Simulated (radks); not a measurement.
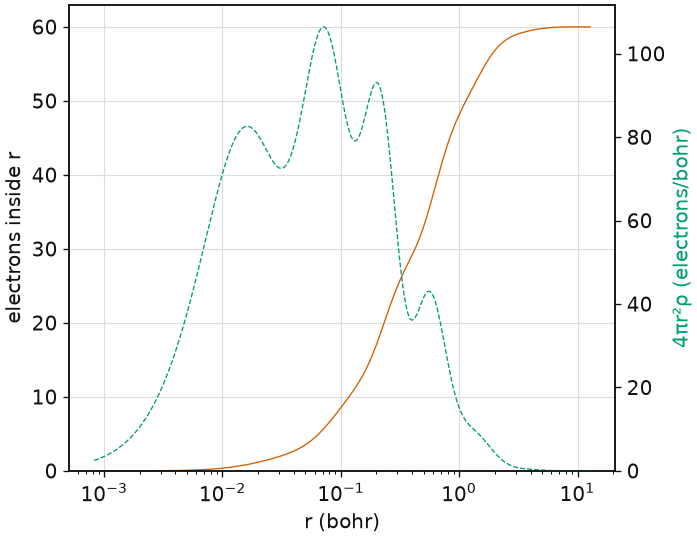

System: the Pm⁺ ion, configuration [Xe] 4f5 6s1 (4f5/2: 5). All numbers are computed, not measured: Dirac Kohn-Sham, revPBE, spin-unpolarised, spherical densities, point nucleus (the in-house radial solver radks).

The plot shows the number of electrons inside radius r (solid) and the radial density 4πr²ρ (dashed).

What does the plot show?

Answer. The count levels off at 60 electrons. Half of them lie within 0.423 bohr, 90 % within 1.54 bohr and 99 % within 3.74 bohr. The radial density has minima at 0.0314, 0.132 and 0.400 bohr, where the count stands at 2.0, 11.2 and 29.1; these part the shells that the density resolves.
